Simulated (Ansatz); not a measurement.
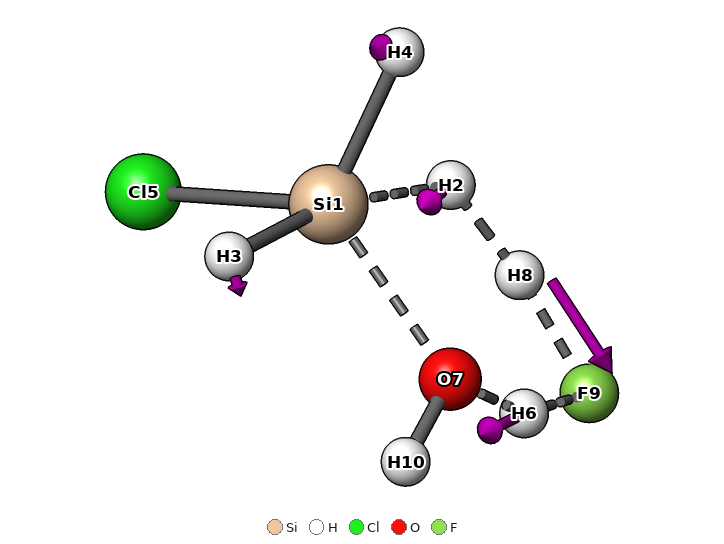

The arrows show one normal mode. Broken sticks mark bonds that form or break. Harmonic vibrations computed with RKS PBE0-D4/def2-TZVP (Ansatz 0.2.0) at a stationary point of the same level. It is a saddle point of order 1.

Q: At what wavenumber does it lie?

A: 1052i cm⁻¹; it is mode 1 of 24 counted from the lowest. It is the reaction coordinate: Si1–O7 forms (1.80 Å), H2–H8 forms (1.00 Å), H6–F9 forms (1.27 Å), Si1–H2 breaks (1.70 Å), H6–O7 breaks (1.09 Å), H8–F9 breaks (1.15 Å), or the reverse.
